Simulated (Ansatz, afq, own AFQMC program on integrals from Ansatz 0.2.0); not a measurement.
# H3O (doublet): AFQMC on the coupled-cluster ladder at distance O1–H3 along a hydrogen transfer = 1.432 Å, cc-pVTZ, part 2 of 2

Ansatz 0.2.0, Gaussian basis, and an in-house AFQMC program (afq) on its integrals; all values are calculated; cc-pVTZ, frozen cores. The steps go on from the part before.

## (10) CCSD(T) on UHF

File in.yaml:

```yaml
crystal:
  periodic: [false, false, false]
  atoms:
    - {symbol: O, position_ang: [-0.178012, -0.049094, 0.000000]}
    - {symbol: H, position_ang: [-0.427322, 0.877481, 0.000000]}
    - {symbol: H, position_ang: [1.253988, -0.049094, 0.000000]}
    - {symbol: H, position_ang: [1.998988, -0.049094, 0.000000]}
basis:
  gaussian: {orbitals: def2-TZVPP}
magnetization: {spin_polarized: true, initial_magnetization: 1}
correlation: {method: ccsd_t, electrons: outside_noble_gas}
```

On the command line:

```bash
$ ansatz run in.yaml --threads 1 --pin off --events-out ev --progress --plain --max-ram 16896MiB --backend cuda --devices 0, --max-vram 18GiB
```

The program printed, shortened:

```text
Functional definition: HF
  name "HF"
  cite "Fock, Z. Phys. 61, 126 (1930) doi:10.1007/BF01340294"
  parent pbe
[...]
426 factors; integrals over basis functions are off by at most 1.1e-3 eV
[...]
mean field -2082.49334493 eV, -76.5302188615 hartree, gradient 7.2e-6 eV, S^2 0.767782; 6 other end points of the search recorded, 0 dependent functions left out
determinant -2082.49334493 eV, -76.5302188615 hartree, with singles and doubles -2089.76028077 eV, -76.7972738279 hartree
determinant -2082.00685282 eV, -76.5123406062 hartree, with singles and doubles -2089.08346910 eV, -76.7724014577 hartree
1 core orbitals not correlated: weight in the atoms' cores, before any rotation towards them, 1.000 or more for the frozen orbitals, at most 0.000 for the correlated occupied ones
reference -2082.49334493 eV, -76.5302188615 hartree; 5, 4 occupied and 67, 68 virtual orbitals, 426 factors
second order -6.61449538 eV of doubles, -0.00000000 eV of singles
cycle   1  -7.18144619 eV  change   -6.7e-1 eV  update   1.6e-2
[...]
cycle  10  -7.20355574 eV  change   -2.0e-6 eV  update   1.0e-5
perturbative correction -0.18217976 eV, -0.0066949826 hartree
Total energy: -2089.87908043 eV, -76.8016396349 hartree
```

Wall time 3.2 s (1 × NVIDIA H100 80GB HBM3 with 1 thread of AMD EPYC 7R13 (Zen 3), shared host); peak host memory 1.8 GiB.

From the report: ⟨S²⟩ of the determinant 0.768 (pure doublet: 0.75); correlation -7.3857 eV; T1 0.022; largest double amplitude 0.04.

## (11) CCSD(T) on UHF

Changes to in.yaml since step 10:

```diff
@@ -8,3 +8,3 @@
 basis:
-  gaussian: {orbitals: def2-TZVPP}
+  gaussian: {orbitals: "def2-QZVPP.json"}
 magnetization: {spin_polarized: true, initial_magnetization: 1}
```

The command is unchanged.

The program printed, shortened:

```text
Functional definition: HF
  name "HF"
  cite "Fock, Z. Phys. 61, 126 (1930) doi:10.1007/BF01340294"
  parent pbe
[...]
886 factors; integrals over basis functions are off by at most 1.8e-3 eV
[...]
mean field -2082.60900397 eV, -76.5344692527 hartree, gradient 4.9e-6 eV, S^2 0.768313; 6 other end points of the search recorded, 0 dependent functions left out
determinant -2082.60900397 eV, -76.5344692527 hartree, with singles and doubles -2090.43495252 eV, -76.8220675576 hartree
determinant -2082.11608953 eV, -76.5163549814 hartree, with singles and doubles -2089.73962214 eV, -76.7965146374 hartree
1 core orbitals not correlated: weight in the atoms' cores, before any rotation towards them, 1.000 or more for the frozen orbitals, at most 0.000 for the correlated occupied ones
reference -2082.60900397 eV, -76.5344692527 hartree; 5, 4 occupied and 141, 142 virtual orbitals, 886 factors
second order -7.16823317 eV of doubles, -0.00000000 eV of singles
cycle   1  -7.65703961 eV  change   -8.3e-1 eV  update   2.0e-2
[...]
cycle  11  -7.68996612 eV  change    1.4e-7 eV  update   5.8e-6
perturbative correction -0.21910755 eV, -0.0080520540 hartree
Total energy: -2090.51807764 eV, -76.8251223493 hartree
```

It took 4.3 s on 1 × NVIDIA H100 80GB HBM3 with 1 thread of AMD EPYC 7R13 (Zen 3), shared host; peak host memory 1.8 GiB.

From the report: ⟨S²⟩ of the determinant 0.768 (pure doublet: 0.75); correlation -7.9091 eV; T1 0.024; largest double amplitude 0.03.

## (12) Phaseless AFQMC, CISD trial on UHF

It reads the integrals that the CCSD(T) run on this determinant wrote.

On the command line:

```bash
$ afq ham --method phaseless --trial cisd --walkers 3100 --populations 20 --least-time 60 --time-step 0.005 --steps-per-block 50 --equilibration-blocks 28 --max-blocks 4000 --target-error 0.00018 --factor-cut 1e-05 --start spin_pure --seed 4738 --release-times 0.24,0.51,0.99,1.62,2.4 --release-step 0.03 --release-every 3 --taylor-order 6
```

The program printed:

```text
orbitals 71  electrons 5 4  factors 406 of 406
reference energy -76.52582268 Eh
CCSD correlation -0.26516396 Eh in 13 cycles, weight of the determinant in the CISD state 0.9225
energy of the start -76.790497 Eh
 block  time / (1/Eh)  mean weight  energy / Eh
     1     0.250  1.0003  -76.791285
     2     0.500  0.9998  -76.793779
     3     0.750  1.0003  -76.795258
     4     1.000  1.0000  -76.796760
     5     1.250  1.0004  -76.797454
     6     1.500  0.9999  -76.797964
     7     1.750  1.0001  -76.797863
     8     2.000  0.9999  -76.797335
     9     2.250  1.0003  -76.797644
    10     2.500  1.0004  -76.797531
    11     2.750  1.0001  -76.798062
    12     3.000  0.9998  -76.798180
    13     3.250  0.9996  -76.798514
    14     3.500  0.9997  -76.797684
    15     3.750  0.9999  -76.798436
    16     4.000  1.0003  -76.798943
    17     4.250  0.9995  -76.798653
    18     4.500  0.9998  -76.798092
    19     4.750  1.0002  -76.797900
    20     5.000  0.9998  -76.798911
    21     5.250  0.9998  -76.798107
    22     5.500  0.9993  -76.798534
    23     5.750  1.0000  -76.797607
    24     6.000  0.9998  -76.798943
    25     6.250  0.9998  -76.798253
    26     6.500  1.0000  -76.797398
    27     6.750  0.9990  -76.797301
    28     7.000  0.9999  -76.797530
    29     7.250  0.9997  -76.798658
    30     7.500  1.0000  -76.798565
    31     7.750  0.9997  -76.798739
    32     8.000  0.9998  -76.797650
    33     8.250  1.0000  -76.798143
    34     8.500  1.0001  -76.798436
    35     8.750  1.0002  -76.798811
    36     9.000  0.9990  -76.798723
    37     9.250  1.0005  -76.797833
    38     9.500  0.9996  -76.798696
    39     9.750  0.9999  -76.797797
    40    10.000  0.9992  -76.798370
    41    10.250  1.0000  -76.797760
    42    10.500  1.0002  -76.797785
    43    10.750  0.9998  -76.798294
    44    11.000  1.0007  -76.797602
    45    11.250  1.0006  -76.797785
    46    11.500  1.0003  -76.797420
    47    11.750  0.9998  -76.797694
    48    12.000  1.0002  -76.797551
    49    12.250  1.0003  -76.797839
    50    12.500  0.9997  -76.797940
    51    12.750  1.0002  -76.799023
    52    13.000  1.0003  -76.798324
    53    13.250  0.9992  -76.798103
    54    13.500  1.0005  -76.799516
    55    13.750  0.9996  -76.797775
    56    14.000  0.9996  -76.797162
    57    14.250  1.0000  -76.797834
    58    14.500  1.0004  -76.798620
    59    14.750  1.0007  -76.799469
    60    15.000  0.9999  -76.798134
    61    15.250  1.0003  -76.798340
    62    15.500  1.0001  -76.798632
    63    15.750  1.0003  -76.798440
    64    16.000  1.0004  -76.797203
    65    16.250  1.0000  -76.796535
    66    16.500  0.9992  -76.797286
    67    16.750  1.0004  -76.796635
    68    17.000  0.9992  -76.796532
    69    17.250  0.9997  -76.797110
    70    17.500  0.9995  -76.798128
    71    17.750  1.0000  -76.797920
    72    18.000  1.0004  -76.798030
    73    18.250  1.0001  -76.797908
    74    18.500  0.9996  -76.798628
    75    18.750  0.9998  -76.798043
    76    19.000  0.9997  -76.797922
    77    19.250  0.9998  -76.797101
    78    19.500  1.0004  -76.797959
error from the spread of 20 populations
released: time / (1/Eh)  energy / Eh  error  mean overlap
  0.24  -76.798250  0.000109  0.9997
  0.51  -76.798380  0.000099  0.9944
  0.99  -76.798304  0.000103  0.9909
  1.62  -76.798758  0.000158  0.9773
  2.40  -76.798389  0.000198  0.9687
energy -76.798008 +/- 0.000091 Eh
```

Wall time 76 s (1 × NVIDIA H100 80GB HBM3 with 2 threads of AMD EPYC 7R13 (Zen 3), shared host); peak host memory 1.8 GiB.

Energy -2089.7803 ± 0.0025 eV. Caveats: constraint bias not in the error.

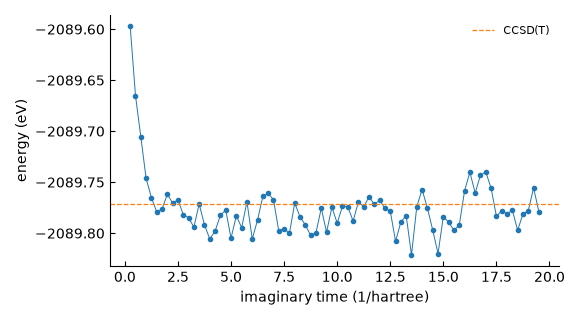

Block energies along the walk.

## (13) Phaseless AFQMC, single-determinant trial on UHF

It reads the integrals that the CCSD(T) run on this determinant wrote.

On the command line:

```bash
$ afq ham --method phaseless --trial hf --walkers 3100 --populations 20 --least-time 40 --time-step 0.005 --steps-per-block 20 --equilibration-blocks 112 --max-blocks 4000 --target-error 0.0009000000000000001 --factor-cut 1e-05 --start spin_pure --seed 4799 --taylor-order 6
```

The program printed:

```text
orbitals 71  electrons 5 4  factors 406 of 406
reference energy -76.52582268 Eh
CCSD correlation -0.26516396 Eh in 13 cycles, weight of the determinant in the CISD state 0.9225
energy of the start -76.526336 Eh
 block  time / (1/Eh)  mean weight  energy / Eh
     1     0.100  1.0024  -76.627622
     2     0.200  1.0022  -76.682262
     3     0.300  1.0021  -76.715017
     4     0.400  1.0010  -76.741745
     5     0.500  1.0009  -76.749711
     6     0.600  1.0012  -76.763044
     7     0.700  1.0009  -76.771043
     8     0.800  1.0006  -76.777008
     9     0.900  1.0005  -76.781663
    10     1.000  1.0000  -76.786073
    11     1.100  1.0005  -76.784908
    16     1.600  1.0003  -76.790443
    21     2.100  0.9999  -76.790174
    26     2.600  1.0003  -76.791801
    31     3.100  0.9999  -76.800866
    36     3.600  1.0000  -76.804337
    41     4.100  0.9998  -76.795686
    46     4.600  1.0005  -76.797249
    51     5.100  1.0003  -76.790610
    56     5.600  0.9995  -76.797746
    61     6.100  1.0003  -76.799405
    66     6.600  1.0010  -76.796363
    71     7.100  0.9998  -76.797926
    76     7.600  1.0001  -76.794476
    81     8.100  1.0006  -76.793992
    86     8.600  1.0001  -76.792457
    91     9.100  1.0000  -76.802627
    96     9.600  1.0007  -76.795533
   101    10.100  0.9999  -76.795383
   106    10.600  1.0004  -76.798844
   111    11.100  0.9995  -76.796953
   116    11.600  0.9991  -76.797663
   121    12.100  1.0002  -76.797515
   126    12.600  0.9998  -76.795732
   131    13.100  0.9995  -76.804663
   136    13.600  0.9995  -76.800465
   141    14.100  0.9998  -76.796624
   146    14.600  0.9998  -76.793064
   151    15.100  0.9998  -76.796172
   156    15.600  1.0004  -76.795578
   161    16.100  1.0009  -76.798298
   166    16.600  0.9999  -76.803968
   171    17.100  0.9991  -76.791268
   176    17.600  0.9999  -76.802360
   181    18.100  0.9996  -76.798695
   186    18.600  1.0002  -76.796311
   191    19.100  1.0005  -76.795732
   196    19.600  0.9996  -76.792086
   201    20.100  0.9999  -76.795732
   206    20.600  1.0005  -76.792412
   211    21.100  0.9996  -76.802652
   216    21.600  0.9998  -76.798996
   221    22.100  1.0003  -76.790821
error from the spread of 20 populations
energy -76.797864 +/- 0.000889 Eh
```

Run time: 49 s. Hardware: 1 × NVIDIA H100 80GB HBM3 with 2 threads of AMD EPYC 7R13 (Zen 3), shared host; peak host memory 1.8 GiB.

Energy -2089.7763 ± 0.0242 eV. Caveats: constraint bias not in the error.

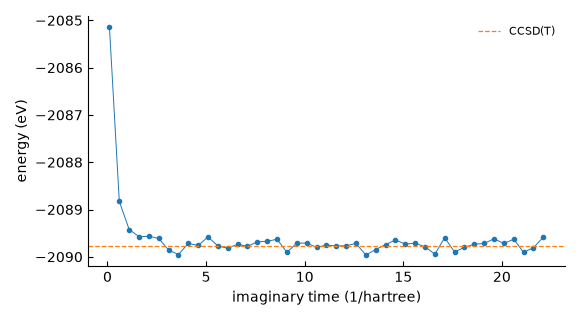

Block energies along the walk.

## (14) All levels side by side

On the UHF determinant, counted from CCSDT(Q) (a yardstick, not exact):

| level | energy (eV) | from CCSDT(Q) (kJ/mol) | statistical error (kJ/mol) | time |
| --- | --- | --- | --- | --- |
| HF | -2082.3737 | +715.7 |  |  |
| MP2 | -2089.0119 | +75.2 |  |  |
| CCSD | -2089.5892 | +19.5 |  |  |
| CCSD(T) | -2089.7718 | +1.9 |  |  |
| CCSDT(Q) | -2089.7916 | 0.0 |  |  |
| Phaseless AFQMC, CISD trial, step 0.005, 3100 walkers | -2089.7803 | +1.1 | 0.2 | 76 s |
| Phaseless AFQMC, single-determinant trial, step 0.005, 3100 walkers | -2089.7763 | +1.5 | 2.3 | 49 s |

The functionals' totals stand on their own zeros and serve differences with other points: PBE -2091.090 eV; r2SCAN -2092.398 eV; PBE0 -2091.077 eV; B3LYP -2093.629 eV; wB97M-V -2092.264 eV; B2PLYP -2091.887 eV.

## (15) Outcome

The summary covers parts 1 to 2.

```
                                                      quantity              value
                                  CCSD(T) on UHF from CCSDT(Q)        +1.9 kJ/mol
              Phaseless AFQMC, CISD trial on UHF from CCSDT(Q)  +1.1 ± 0.2 kJ/mol
Phaseless AFQMC, single-determinant trial on UHF from CCSDT(Q)  +1.5 ± 2.3 kJ/mol
```

On UHF the phaseless walk with the CISD trial lies +1.1 kJ/mol from CCSDT(Q), 5 times its error bar. Error bars are statistical and leave out the constraint, the time step and what remains of the start.
